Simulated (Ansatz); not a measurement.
```yaml
atoms:
  - { symbol: C, position_ang: [-1.3442, 1.8519, 0.2523] }
  - { symbol: C, position_ang: [-0.4300, 0.8850, 0.4033] }
  - { symbol: F, position_ang: [0.3608, 0.9276, 1.4973] }
  - { symbol: B, position_ang: [-0.2071, -0.2810, -0.5800] }
  - { symbol: Si, position_ang: [1.2247, -1.6461, -0.1850] }
  - { symbol: H, position_ang: [-1.9973, 1.8453, -0.6200] }
  - { symbol: H, position_ang: [-1.4515, 2.6535, 0.9885] }
  - { symbol: H, position_ang: [-0.9163, -0.3117, -1.5532] }
  - { symbol: H, position_ang: [1.3188, -2.7178, -1.2166] }
  - { symbol: H, position_ang: [2.5526, -0.9698, -0.0981] }
  - { symbol: H, position_ang: [0.9548, -2.2940, 1.1323] }
```

These are results of RKS CAM-B3LYP-D4/def2-SVP in Ansatz, not measurements.

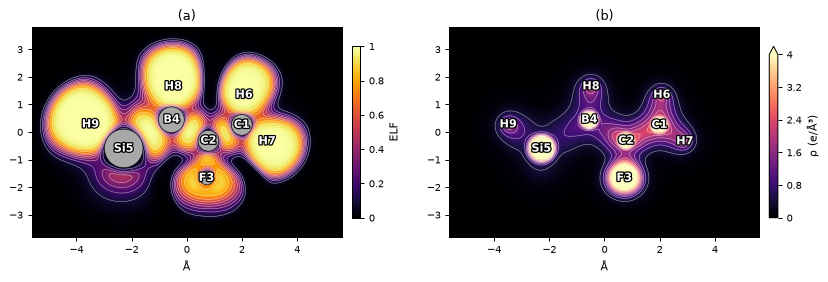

C2H6BFSi (SMILES C=C(F)B[SiH3]). (a) ELF; (b) total electron density on the plane of atoms C2, B4 and H8. Grey discs cover the atomic cores in the ELF map.

Q: Describe what can be read from this map.

A:
- The section cuts through C, F, B, Si and H sites.
- C–C (1.34 Å): ρ at the midpoint is about 2.3 e/Å³; the ELF peaks at about 0.95 between the atoms: a short, multiple covalent bond.
- C–F (1.35 Å): ρ is about 2.2 e/Å³ halfway, with its minimum of 1.7 e/Å³ about 0.5 Å from C; the ELF peaks at about 0.85 between the atoms, as expected for a polar covalent bond.
- C–B (1.54 Å): ρ at the midpoint is about 1.5 e/Å³; the ELF peaks at about 1 between the atoms; a covalent bond.
- Si–B (2.02 Å): ρ is about 0.81 e/Å³ halfway; the ELF peaks at about 1 between the atoms (a shared electron pair).
- C–H (1.09 Å): ρ is about 2 e/Å³ halfway; the ELF climbs to about 1 towards the hydrogen, as it does in any bond to H; an ordinary covalent bond to hydrogen.
- The ELF also peaks beside F3, away from the bonds: lone-pair regions.
